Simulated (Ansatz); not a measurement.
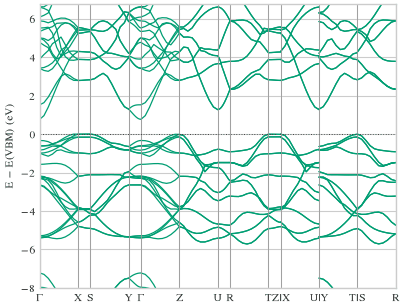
Figure. Band structure from PBEsol (plane waves, PAW; program Ansatz)

### Question
Read off the gap and where the band edges lie.

### Answer
About 0.8 eV (0.77 eV by a search for the band edges); maximum at S, minimum at Γ.

### Question
Pick the material that matches.
A) Ta2O5, Pmmm (Pearson symbol oP7)
B) Mg4Te3S, Pmm2 (Pearson symbol oP8)
C) SiGe, Pmma (Si on 2e, Ge on 2f)
D) Bi2SO2, Pnnm (Bi on 4g, S on 2a, O on 4g)

### Answer
D, Bi2SO2, Pnnm (Bi on 4g, S on 2a, O on 4g)

The first step of the workflow began from a Materials Project structure, measured or hypothetical; the Crystallography Open Database copy checked does not list it. Its standing as an ambient phase is unchecked. Symmetry was held in the PBEsol relaxation; whether a distortion lowers the energy is not shown. Scalar-relativistic: spin–orbit coupling is off unless named, which matters more the heavier the elements.

Potentials: the later of the program's two PAW sets.
